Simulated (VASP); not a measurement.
Band structure of Sr (fcc). Method: PBE GGA with D4 dispersion, VASP's PBE PAW potentials (set 64) (plane waves; VASP 6.6.1).

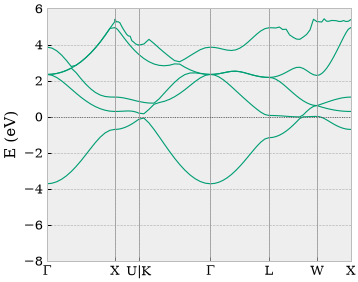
Bands along high-symmetry lines, zero at the valence-band maximum or, without a gap, the Fermi level

### Question
Read the plot: is there a gap, and where are the band edges?

### Answer
It has no gap at this level: it comes out as a metal or semimetal. (Edges off the drawn lines would not show.)

The compound is Sr in the fcc structure. It was relaxed first.
